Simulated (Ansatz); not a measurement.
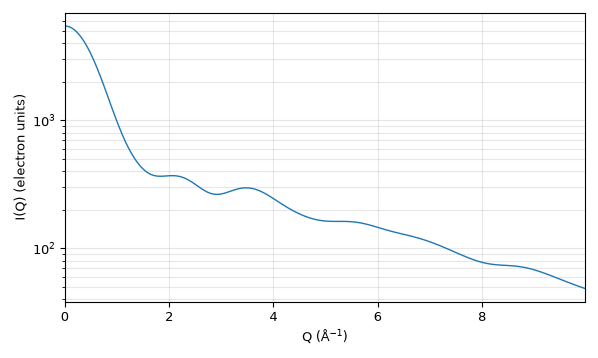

Elastic X-ray scattering of a randomly oriented, rigid molecule, calculated with the Debye equation from neutral-atom form factors (independent atoms, no Compton part, no vibration). The geometry is the end point of an optimisation (RKS PBE-D4/STO-3G in Ansatz 0.2.0); it may be a saddle point or a higher isomer. It contains C, Si, F, H.

**How many electrons does the independent-atom model of the molecule hold?**

I(0) is the square of the electron number: I(0) = 5470, so about 74 electrons, the count of C2H11FSi3.

**What radius of gyration does the initial fall-off give?**

From I(Q) ≈ I(0) exp(−Q²R²/3) at small Q, R ≈ 2.49 Å. It is larger than the electron-weighted radius of the nuclear positions alone (2.37 Å), because each atom's electron cloud adds to it.
